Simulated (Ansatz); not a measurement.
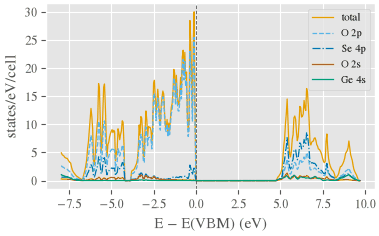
Total and projected density of states of GeSe2O6 in space group P2_1/c (No. 14; Pearson symbol mP18), DFT-r²SCAN in the program Ansatz with PAW potentials

Task: Which orbitals carry the states next to the gap?

Result: Top 1 eV of the valence band: O 2p 88 %, Se 4p 6 %. Bottom 1 eV of the conduction band: Se 4p 49 %, O 2p 26 %, O 2s 10 %, Ge 4s 9 %, outside the projected shells 5 %. Projections are on Löwdin-orthogonalised atomic valence shells; empty p or d shells of many metals are not among them.

The workflow started from a Materials Project entry (that database holds measured and hypothetical structures alike); the Crystallography Open Database copy checked does not list it. Its standing as an ambient phase is unchecked. The r²SCAN relaxation kept the symmetry of its start; its stability against distortions is not shown here. Scalar-relativistic: spin–orbit coupling is off unless named, which matters more the heavier the elements.

Potentials: the later of the program's two PAW sets.
